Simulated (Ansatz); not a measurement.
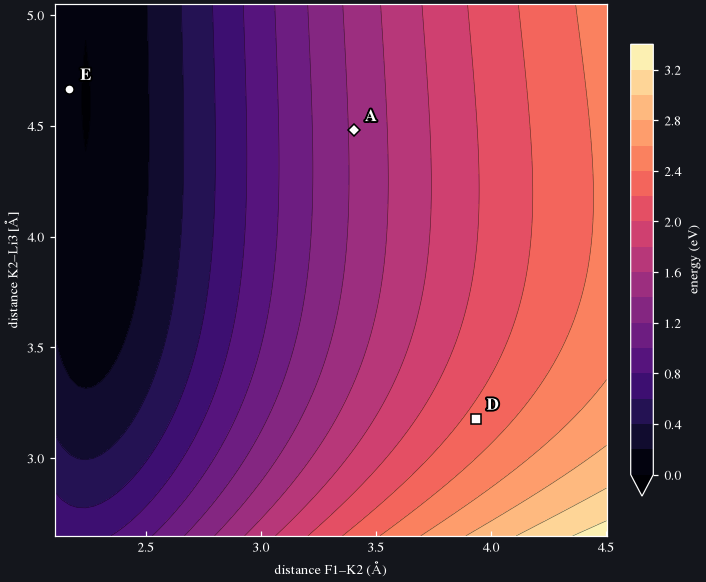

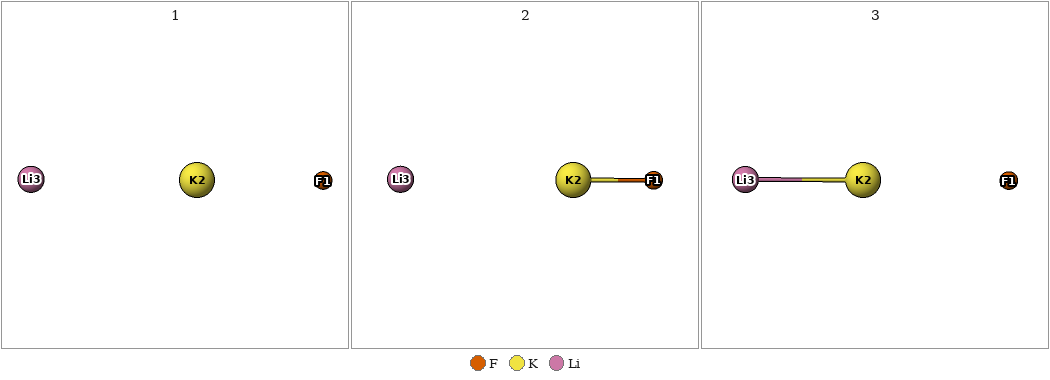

The system F + KLi, spin multiplicity 2. Coordinates scanned: (1) distance F1–K2; (2) distance K2–Li3. Nothing is relaxed (the angle F1–K2–Li3 is fixed at 180 degrees). Grid: 17 × 17 points. All energies are given in eV relative to the lowest grid point. Computed with Ansatz 0.2.0, UHF/def2-TZVPD.

In the figure: filled contours, lettered points. Between grid points the surface is interpolated. The numbered pictures are the structures at these points, in random order.

### Which structure belongs to which point?

A is structure 1: distance F1–K2 = 3.407 Å, distance K2–Li3 = 4.480 Å, 1.43 eV; D is structure 3: distance F1–K2 = 3.936 Å, distance K2–Li3 = 3.177 Å, 2.25 eV; E is structure 2: distance F1–K2 = 2.169 Å, distance K2–Li3 = 4.666 Å, 0.019 eV.
